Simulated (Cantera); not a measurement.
Feed: 1 mol Ti(OiPr)₄, 2.3 mol H₂O, equilibrated at 12.0 mbar.

Equilibrium computed with Cantera from the NASA thermochemical tables; the gas is ideal and each condensed phase is pure. Candidate condensed phases: C, C₆H₆, C₇H₈, C₈H₁₈, H₂O, Ti, TiC, TiO, TiO₂, Ti₂O₃, Ti₃O₅, Ti₄O₇; 113 gas species. The feed counts by its element totals alone. TiC: taken at fixed stoichiometry. Condensed phases not in the tables: Magnéli phases beyond Ti₄O₇. Equilibrium is a limit: real reactors are often held back by kinetics, nucleation or transport.

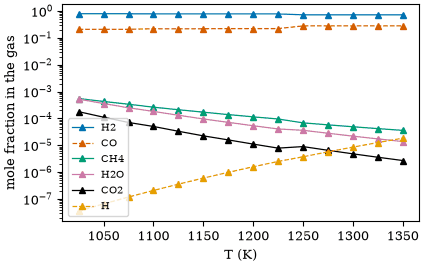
Equilibrium gas composition (values under 1e-9 drawn at 1e-9)

Task: Read off the mole fractions at 1325 K.

Result: H₂ about 0.72, CO about 0.28, CH₄ about 4.2e-5, H₂O about 1.7e-5, H about 1.3e-5, CO₂ about 3.6e-6.
